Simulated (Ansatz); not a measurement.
**GdP (Fm-3m): from the cell to its phonons**

The cell of GdP (Fm-3m) is at rest. What are its phonons? After the zone centre comes a 4×4×4 q mesh on a 12×12×12 k mesh.

Main program and level: Ansatz 0.2.0; DFT PBEsol+U, scalar-relativistic, plane waves, PAW.

**1. The structure**

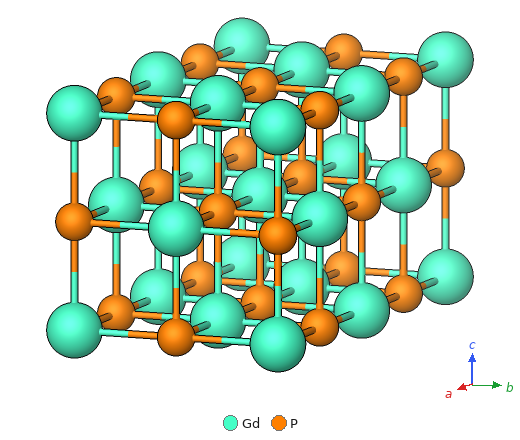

The starting structure, seen slightly off an axis (gadolinium teal, phosphorus orange). 2×1×1 cells are drawn. This picture shows the conventional cell, with its axes. Some periodic images of atoms are drawn too.

**2. Modes at Γ**

The cell comes from relaxations at this level that are not shown. The zone centre comes first: it holds the modes that light can see, as far as symmetry allows. No field response is asked, since the mesh shows no gap.

Input file input.yaml:

```yaml
crystal:
  lattice:
    - [0.0, 2.8323918353, 2.8323918353]
    - [2.8323918353, 0.0, 2.8323918353]
    - [2.8323918353, 2.8323918353, 0.0]
  atoms:
    - { symbol: Gd, position: [0.0, 0.0, 0.0], spin: 7.7 }
    - { symbol: P, position: [0.5, 0.5, 0.5] }
kpoints:
  mp_grid: { grid: [12, 12, 12] }
hamiltonian:
  xc: pbesol
  hubbard: { sites: [{ species: Gd, l: f, u_eff: 6.0 }] }
scf:
  occupations: { method: gaussian, width: 0.15 }
  convergence: { dr2_threshold: 1.0e-10 }
output:
  eigenvalues: true
  populations: true
magnetization:
  spin_polarized: true
phonons:
  method: dfpt
```

Launch:

```bash
ansatz run input.yaml --threads 8 --pin off --max-ram 14336MiB --backend cpu --events-out ev --progress --plain --runs-dir out
```

Numbers of over 12 decimals in the logs are rounded to 6 here.

What it wrote:

```text
Gd: projections on atomic orbitals take those of the free atom [Kr 4d10] 4f7 5s2 5p6 5d1 6s2, of charge +0.00 (hamiltonian.pseudopotentials.projection_atoms); the dataset's partial waves leave at most 2.5e-4 of an orbital's norm unspanned inside its sphere
P: projections on atomic orbitals take those of the free atom [Ne] 3s2 3p3, of charge +0.00 (hamiltonian.pseudopotentials.projection_atoms); the dataset's partial waves leave at most 1.0e-7 of an orbital's norm unspanned inside its sphere
Engine: ansatz 0.2.0, x86_64-unknown-linux-gnu
Pseudopotentials: kind: paw
Pseudopotential: Gd, paw, valence charge 18, recommended cutoff 420 eV (normal), Gd.paw.azcp
Pseudopotential: P, paw, valence charge 5, recommended cutoff 420 eV (normal), P.paw.azcp
Functional definition: PBEsol
  exchange = pbesol_x
  correlation = pbesol_c
Crystal: 2 atoms, lattice volume = 45.445 Å³
Basis set: ecut = 420 eV, 893 PW (Γ), exchange–correlation on 54×54×54 points (8 copies of the dense FFT grid, shifted against one another)
Bands: 20, of which v1, the nominal top of the filled ones, is band 12 counted from 1 (11 counted from 0)
Symmetry: 48 space group operations
Space group: Fm-3m (ITA 225), of the structure as read, at distance tolerance 3.6e-5 Å
Magnetic group: BNS 225.116 (UNI 1618), of the structure as read, at distance tolerance 3.6e-5 Å
k-points: 72 of 1728
Non-local potential: Gd, projectors of the file, l = 0: 3, l = 1: 2, l = 2: 2, l = 3: 3
Non-local potential: P, projectors of the file, l = 0: 2, l = 1: 2, l = 2: 2
PAW form: soft (Blöchl's): semilocal exchange-correlation on the pseudo side does not see the compensation charge
PAW frozen core: Gd, regenerated for the run's functional, and the local potential with it (the file was generated under x = pbe(κ = 0.804, μ = 0.219515), c = pbe(β = 0.066725))
PAW frozen core: P, regenerated for the run's functional, and the local potential with it (the file was generated under x = pbe(κ = 0.804, μ = 0.219515), c = pbe(β = 0.066725))
PAW one-centre angular grid: Gd, 590 points (default); XC on 64 Gauss nodes
PAW one-centre angular grid: P, 110 points (default); XC on 64 Gauss nodes
Initial density: superposition of atomic densities (chi_scale 0.1, normalization cell, long waves kept (reshape's long-wave potential 0.00 eV rms))
Starting moments: Σ|m| = 7.7 μB on 1 of 2 sites
Initial wavefunctions: pseudopotential atomic-orbital guess
Functional: x = pbesol(κ = 0.804, μ = 0.123457), c = pbesol(β = 0.046)
SCF 1 converged in 12 iterations: F = -9971.109694 eV  dr2 = 3.83e-12
  greatest PAW one-centre occupation: 0.998 electrons in one spin orbital (limit 2), on the Gd atom at site 0 (counted from 0), in its partial waves of l = 0
k-points: 163 of 1728 (irreducible under 8 space group operations, time reversal used)
Initial density: read from a saved state, or passed on in memory by an earlier SCF of this step, an earlier step, the calling program or the single point that the run made first
Stability of the state it starts from, as read at its close in the collinear treatment: not read negative (Ritz values of 1 − χ₀K, real part plus size of imaginary part, from 0.92 to 0.99, by its mixing steps under the symmetry group of the SCF that read it); its run was given moments
Starting moments: Σ|m| = 7.7 μB on 1 of 2 sites; this step starts from the density that it was given
iter 1 solved again at ethr=1.31e-8 eV; its pass at ethr=3.10e-3 eV (dr2=3.00e-6 eV) is discarded
SCF iter   1: F=—  HF=-9971.109693 eV  |F-HF|=—  |Δ(HF+E_count)|=         —  Δρ=5.35e-8 (↑3.66e-8 ↓5.35e-8)  dr2=3.23e-12  dr2_m=3.68e-13  M=7.000 μB ∫|m|=7.213 μB  β_m=0.30  ethr=1.31e-8  ⟨swp⟩=5.1  Hψ=58455  notcnv=0
eigensolver tolerance schedule: the retry pair's looser diagonalisation over-reported the residual by 928597.90 of it (diagonalisation noise at an unbounded share of the residual, at the tolerance the schedule requests for it); recorded, not acted on — ethr = c·dr2/N_el stays at c = 1.0e-1
preconditioner: auto → Kerker (q_TF=auto, 2.436 Å⁻¹)  [metal: Δε(μ)=0.084 eV  Ē_g=14.029 eV  σ=0.150 eV  W_gap=0.29  n_scr=14 (ndim 8)  ℏωp=25.2 eV  f_vac=0.000  D(μ)=0.23/eV (n_scr^D=0)]
spin=Collinear: Kerker preconditioning applied to the charge; magnetization (m = ρ↑ − ρ↓) channel mixes plain (no charge-response kernel on spin).
SCF iter   2: F=—  HF=-9971.109694 eV  |F-HF|=—  |Δ(HF+E_count)|=   4.86e-7  Δρ=3.93e-8 (↑3.93e-8 ↓3.84e-8)  dr2=3.19e-12  dr2_m=5.84e-14  M=7.000 μB ∫|m|=7.213 μB  β_m=0.41  ethr=1.00e-12  ⟨swp⟩=7.3  Hψ=38729  notcnv=0
SCF iter   3: F=-9971.109694 eV  HF=-9971.109694 eV  |F-HF|=1.82e-12  |Δ(HF+E_count)|=  3.64e-12  Δρ=2.82e-8 (↑2.82e-8 ↓2.81e-8)  dr2=1.79e-12  dr2_m=2.98e-14  M=7.000 μB ∫|m|=7.213 μB  ethr=1.00e-12  ⟨swp⟩=3.2  Hψ=20929  notcnv=0
SCF 2 converged in 3 iterations: F = -9971.109694 eV  dr2 = 1.79e-12
DFPT response loops at Γ: preconditioner auto → Kerker (q_TF=auto, 2.436 Å⁻¹) (partly filled bands, converged f_vac=0.000); β = 1.00, the filter's whole step (`scf.mixing.beta` (0.30) is not read by the response loops under this deck's `scf.mixing.preconditioner`; to damp them name `kerker` or `kerker_dos`, under which they read `scf.mixing.beta`, and type it under 1.00, their step now; both keys bind the ground state too); Broyden in place of MSR1
SCF converged after 3 iterations
Magnetization: 7.0003 μB (15.0001 up, 7.9999 down)
Absolute magnetization: 7.2126 μB (∫|ρ↑−ρ↓|, with the PAW one-centre terms)
Spin contamination: 0.0254 ħ² per cell (⟨S²⟩ above its minimum at these occupations)
Per-site moments (μB) at R_I (Å): [(7.000616, 1.168362), (-0.099235, 1.168362)]
Free energy (F): -9971.109694 eV
Harris-Foulkes:  -9971.109694 eV  (|F-HF|=1.82e-12)
Internal energy: -9971.107099 eV  (E = F + TS)
E sigma→0 (E₀):  -9971.108396 eV
Entropy (-TS):   -0.002595 eV (-1.297 meV/atom)
Fermi energy:    11.409322 eV
--- Per-component energies (eV) ---
  E_band       = -30.212131
  E_kinetic    = 476.972230
  E_local      = -2206.031837  (includes V_loc(G=0)·N_el)
  E_nonlocal   = 321.905790
  E_hartree    = 912.366150
  E_xc         = -295.107237
  E_vxc        = -316.245240  (∫ρ·V_xc dr)
  E_hubbard    = 0.097945  (on-site DFT+U / exact-exchange correction)
  E_vhub       = -20.868221  (the Hubbard potential's part of the band-sum identity)
  E_paw        = -6898.996982  (= ΣΔE_a)
  E_vpaw       = -110.677106  (= ΣTr[D̂ρ^β])
  E_aug_tail   = 0.000003  (compensation charges beyond the density's cutoff)
  E_ewald      = -2283.020426
  E_core_change = 0.707267  (= ΣΔE_core)
  E_smearing   = -0.002595  (= −TS)
  E_closure    = 0.000000  (closes the sum)
  Σ components = -9971.109694   (vs F -9971.109694, Δ=0.00e0)
--- Band table (eV; the first three rows and the last of 326) ---
  k-point 0 ↑: bands = [... 8 lower, 4.0659, 4.1509, 4.1509, 4.1509, 12.1279, 12.1279, 12.1279, 12.6037, ... 4 higher]
  k-point 1 ↑: bands = [... 8 lower, 4.0691, 4.1469, 4.1469, 4.1511, 11.3291, 11.5432, 11.5432, 12.7976, ... 4 higher]
  k-point 2 ↑: bands = [... 8 lower, 4.0789, 4.1362, 4.1362, 4.1516, 10.1827, 10.7642, 10.7642, 13.1676, ... 4 higher]
  k-point 162 ↓: bands = [... 8 lower, 14.2718, 14.2718, 15.2820, 15.2854, 15.2854, 15.3614, 15.3798, 15.8263, ... 4 higher]
Occupation matrices written to <dir>
--- Phonons (Γ-DFPT): 2 representative perturbations + reference, on 163 of 1728 k-points (Σ response iterations 21) ---
  k mesh reduced under 8 symmetry operations, with k and −k counted as one. Each operation leaves every solved perturbation unchanged. A smaller set is not considered because the run has a Hubbard term
  ASR residual: 1.248e-5 → 0.000e0 eV/Å²; symmetrization residual: 5.760e-7 eV/Å²
  ASR residual per site (eV/Å²): 1.08e-5 1.25e-5
  Γ frequencies (cm⁻¹): 0.00 0.00 0.00 230.77 230.77 230.77
  non-analytic LO–TO correction: not included (Born effective charges unavailable; polar crystals: no LO–TO splitting at Γ)
--- Löwdin populations: 2 sites ---
  site symbol       q [e]    m [muB]
     0     Gd     17.6519     7.1413
     1      P      5.3094    -0.1429
  spilling = 0.001683 (of n_electrons = 23.000000)
```

Run time: 29 s. Hardware: 8 threads of AMD EPYC 7R43, shared host; peak memory 1 GiB; 3.1 min of CPU time.

Numbers from this step:

```yaml
magnetization: 7.000 μB
absolute_magnetization: 7.213 μB
site_moments: 7.001, -0.09923 μB
volume_per_atom: 22.72 Å³
gap_on_the_k_mesh: 0 eV
sum_rule_residual_before_enforcement: 1.25e-5 eV/Å²
point_group: m-3m
highest_optical_mode_at_the_zone_centre_no_lo_to_term: 230.8 cm⁻¹
lowest_optical_zone_centre_mode: 230.8 cm⁻¹
```

Patterns of degenerate modes are one choice out of their space. The modes at Γ (shares of kinetic energy by element, %):

| mode | frequency (cm⁻¹) | symmetry | Gd % | P % |
| --- | --- | --- | --- | --- |
| 1 | 0.0 | acoustic | 84 | 16 |
| 2 | 0.0 | acoustic | 84 | 16 |
| 3 | 0.0 | acoustic | 84 | 16 |
| 4 | 230.8 | T1u | 16 | 84 |
| 5 | 230.8 | T1u | 16 | 84 |
| 6 | 230.8 | T1u | 16 | 84 |

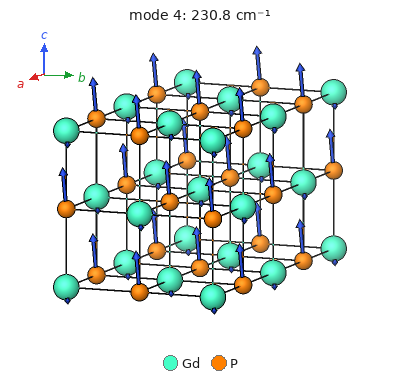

Displacement patterns of mode 4 at Γ; arrows are exaggerated. 2×1×1 conventional cells are drawn. Some periodic images of atoms are drawn too.

Before it was imposed, the acoustic sum rule was missed by 1.2e-5 eV/Å². Small misses are needed for a sound result but don't prove that mesh and cutoff are converged. The lowest optical mode is real, 231 cm⁻¹.

**3. The dispersion**

Stability and thermal properties need the whole zone. Linear response on a 4×4×4 q mesh gives force constants as far as a supercell of that size would.

input.yaml, as its differences from that of step 2:

```diff
@@ -23 +23,8 @@
   method: dfpt
+  qmesh: [4, 4, 4]
+  temperatures: { t_max: 1000, t_step: 50 }
+  qpath:
+    path:
+      - [[0.0, 0.0, 0.0], [0.5, 0.0, 0.5], [0.625, 0.25, 0.625]]
+      - [[0.375, 0.375, 0.75], [0.0, 0.0, 0.0], [0.5, 0.5, 0.5], [0.5, 0.25, 0.75], [0.5, 0.0, 0.5]]
+    npoints: 10
```

What it wrote:

```text
[...]
Crystal: 2 atoms, lattice volume = 45.445 Å³
Basis set: ecut = 420 eV, 893 PW (Γ), exchange–correlation on 54×54×54 points (8 copies of the dense FFT grid, shifted against one another)
Bands: 20, of which v1, the nominal top of the filled ones, is band 12 counted from 1 (11 counted from 0)
Symmetry: 48 space group operations
[...]
k-points: 72 of 1728
[...]
Starting moments: Σ|m| = 7.7 μB on 1 of 2 sites
[...]
SCF 1 converged in 12 iterations: F = -9971.109694 eV  dr2 = 3.83e-12
[...]
k-points: 163 of 1728 (irreducible under 8 space group operations, time reversal used)
[...]
SCF iter   3: F=-9971.109694 eV  HF=-9971.109694 eV  |F-HF|=1.82e-12  |Δ(HF+E_count)|=  3.64e-12  Δρ=2.82e-8 (↑2.82e-8 ↓2.81e-8)  dr2=1.79e-12  dr2_m=2.98e-14  M=7.000 μB ∫|m|=7.213 μB  ethr=1.00e-12  ⟨swp⟩=3.2  Hψ=20929  notcnv=0
SCF 2 converged in 3 iterations: F = -9971.109694 eV  dr2 = 1.79e-12
[...]
SCF iter   3: F=-9971.109694 eV  HF=-9971.109694 eV  |F-HF|=1.82e-12  |Δ(HF+E_count)|=  1.82e-12  Δρ=2.63e-8 (↑2.63e-8 ↓2.34e-8)  dr2=1.27e-12  dr2_m=4.68e-14  M=7.000 μB ∫|m|=7.213 μB  ethr=1.00e-12  ⟨swp⟩=1.0  Hψ=6342  notcnv=0
SCF 3 converged in 3 iterations: F = -9971.109694 eV  dr2 = 1.27e-12
phonons: the bands overlap, so this run is a metal and interpolates without the dipole-dipole term. If the crystal is really an insulator or semiconductor, its LO-TO splitting is missing
[...]
NSCF: frozen V_eff on 72 k-points
[...]
DFPT response loops at q = (0, 0, 0.25) (fractional): preconditioner auto → Kerker (q_TF=auto, 2.436 Å⁻¹) (partly filled bands, converged f_vac=0.000); β = 1.00, the filter's whole step (`scf.mixing.beta` (0.30) is not read by the response loops under this deck's `scf.mixing.preconditioner`; to damp them name `kerker` or `kerker_dos`, under which they read `scf.mixing.beta`, and type it under 1.00, their step now; both keys bind the ground state too); Anderson in place of MSR1
[...]
SCF converged after 3 iterations
Magnetization: 7.0003 μB (15.0001 up, 7.9999 down)
Absolute magnetization: 7.2126 μB (∫|ρ↑−ρ↓|, with the PAW one-centre terms)
[...]
Per-site moments (μB) at R_I (Å): [(7.000616, 1.168362), (-0.099235, 1.168362)]
Free energy (F): -9971.109694 eV
[...]
Internal energy: -9971.107099 eV  (E = F + TS)
E sigma→0 (E₀):  -9971.108396 eV
Entropy (-TS):   -0.002595 eV (-1.297 meV/atom)
Fermi energy:    11.409322 eV
[...]
--- Band table (eV; the first three rows and the last of 326) ---
  k-point 0 ↑: bands = [... 8 lower, 4.0659, 4.1509, 4.1509, 4.1509, 12.1279, 12.1279, 12.1279, 12.6037, ... 4 higher]
  k-point 1 ↑: bands = [... 8 lower, 4.0691, 4.1469, 4.1469, 4.1511, 11.3291, 11.5432, 11.5432, 12.7976, ... 4 higher]
  k-point 2 ↑: bands = [... 8 lower, 4.0789, 4.1362, 4.1362, 4.1516, 10.1827, 10.7642, 10.7642, 13.1676, ... 4 higher]
  k-point 162 ↓: bands = [... 8 lower, 14.2718, 14.2718, 15.2820, 15.2854, 15.2854, 15.3614, 15.3798, 15.8263, ... 4 higher]
Occupation matrices written to <dir>
[...]
ASR residual: 1.248e-5 → 0.000e0 eV/Å²; symmetrization residual: 5.760e-7 eV/Å²
  ASR residual per site (eV/Å²): 1.08e-5 1.25e-5
  Γ frequencies (cm⁻¹): 0.00 0.00 0.00 230.77 230.77 230.77
--- Phonons (arbitrary-q DFPT): 8 irreducible q on the 4×4×4 mesh ---
  q = [0.0000, 0.0000, 0.0000] (star 1, of the zone-centre solve; hermiticity 2.27e-7, symmetrization 1.16e-13): -0.00 -0.00 -0.00 230.77 230.77 230.77
  q = [0.0000, 0.0000, 0.2500] (star 8, 2 solved perturbations in 936 linear systems a pass and spin channel, the states on 364 of 1728 k-point pairs; hermiticity 9.81e-11, symmetrization 4.72e-13): 75.87 75.87 109.41 244.63 244.63 295.68
[...]
sum rule: each row above includes the acoustic sum rule's correction from the zone centre's row sums; it moved no ω² by more than (0.33 cm⁻¹)²
  mesh force constants: q→R imaginary residual 2.89e-18; ASR residual 1.248e-5 → 0.000e0 eV/Å²; symmetrization residual 8.882e-15 eV/Å²
  interpolated dispersion: 62 rows × 6 modes
  density of states and harmonic sums: on the 20×20×20 q-mesh, interpolated from the force constants of a 4×4×4 supercell (no non-analytic term)
  largest difference from the sums on the solved wave vectors: F 1.25e-2 eV, S 1.65e-5 and C_V 4.01e-6 eV/K
  zero-point energy: 0.068987 eV/cell   skipped modes (ω ≤ 0): 3   left out of the sums: 6.25e-5 of the cell's modes: C_V's classical limit lies that fraction below 3 k_B per atom; for a crystal, a wire or a layer, F and S can be off by more, and a phonons.interpolated_qmesh denser along its periods is the remedy for the sampling
--- Löwdin populations: 2 sites ---
  site symbol       q [e]    m [muB]
     0     Gd     17.6519     7.1413
     1      P      5.3094    -0.1429
  spilling = 0.001683 (of n_electrons = 23.000000)
```

Elapsed: 8.5 min, on 8 threads; peak memory 6.6 GiB; 50 min of CPU time.

This step gave:

| Quantity | Value |
| --- | --- |
| lowest frequency on the path | 0 cm⁻¹ |
| highest frequency on the path or at a solved wavevector | 306.9 cm⁻¹ |
| mean frequency | 185.5 cm⁻¹ |
| Debye temperature (second moment) | 376 K |
| logarithmic mean frequency | 165.3 cm⁻¹ |
| lowest mode on the q mesh (acoustic modes at Γ apart) | 63.73 cm⁻¹ |
| zero-point energy per atom | 34.49 meV |
| heat capacity at 300 K | 23.11 J/(mol atoms K) |
| vibrational entropy at 300 K | 31.69 J/(mol atoms K) |
| edges of the widest gap between branches, on path and mesh | 164.2, 230.8 cm⁻¹ |

Frequencies (cm⁻¹) solved at each irreducible wavevector; negative means imaginary. Frequencies by wavevector, by row:

| q in reciprocal lattice units | star | mode 1 | mode 2 | mode 3 | mode 4 | mode 5 | mode 6 |
| --- | --- | --- | --- | --- | --- | --- | --- |
| 0 0 0 | 1 | 0 | 0 | 0 | 230.8 | 230.8 | 230.8 |
| 0 0 0.25 | 8 | 75.9 | 75.9 | 109.4 | 244.6 | 244.6 | 295.7 |
| 0 0 -0.5 | 4 | 105.9 | 105.9 | 164.2 | 252.9 | 252.9 | 302.9 |
| 0 0.25 0.25 | 6 | 63.7 | 63.7 | 122 | 241.8 | 241.8 | 284.4 |
| 0 0.25 -0.5 | 24 | 101 | 109.9 | 135.7 | 247.4 | 262.9 | 286.1 |
| 0 0.25 -0.25 | 12 | 87.7 | 106.1 | 145 | 255.4 | 259.7 | 293.5 |
| 0 -0.5 -0.5 | 3 | 92.4 | 92.4 | 119 | 234.7 | 234.7 | 271.9 |
| 0.25 -0.5 -0.25 | 6 | 107.2 | 107.2 | 131.2 | 264.1 | 264.1 | 275.4 |

[end of part 1 of 2]

[Logs are printed without paths, hosts, clocks, repeated set-up lines and the standing remarks that a program may print on its own settings, such as how far it seeks lower states.]

[Hosts, paths, dates, database ids (printed as entryN), source tags and the programs' standing remarks are cut or masked in the printed files.]
